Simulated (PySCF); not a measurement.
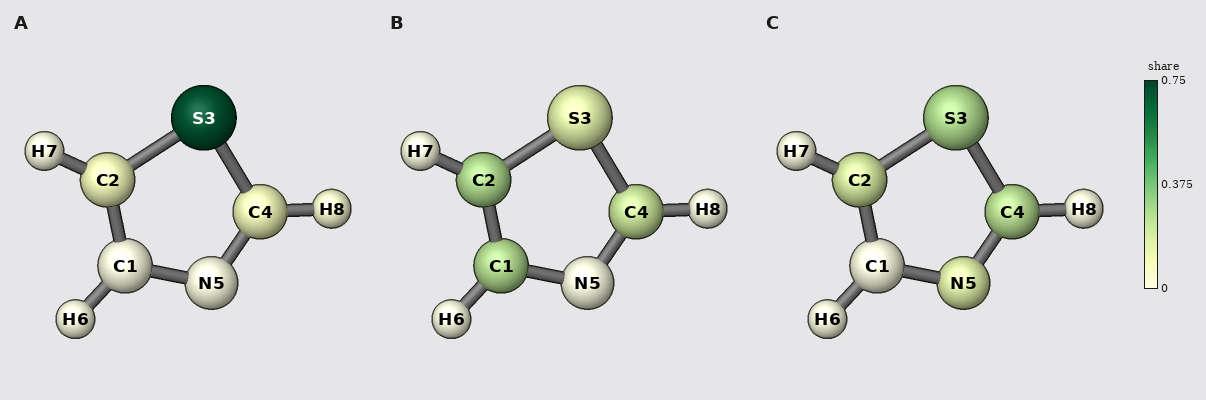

Each panel colours the atoms by their Löwdin share in one orbital (up to four of the largest shares; other atoms are shown as zero). The computed structure is the end point of a PBE0-D3(BJ)/def2-SVP optimisation. No frequency run is at hand to confirm it as a minimum. Method: PBE0/def2-TZVPD (PySCF 2.14.0).

### The panels show the HOMO, LUMO, LUMO+1, in some order. Which is which?

A: LUMO+1, 0.02 eV; S3 0.71, C2 0.09, C4 0.09, H8 0.04
B: HOMO, −7.35 eV; C2 0.27, C1 0.26, C4 0.21, S3 0.14
C: LUMO, −0.92 eV; S3 0.27, C4 0.25, C2 0.18, N5 0.14
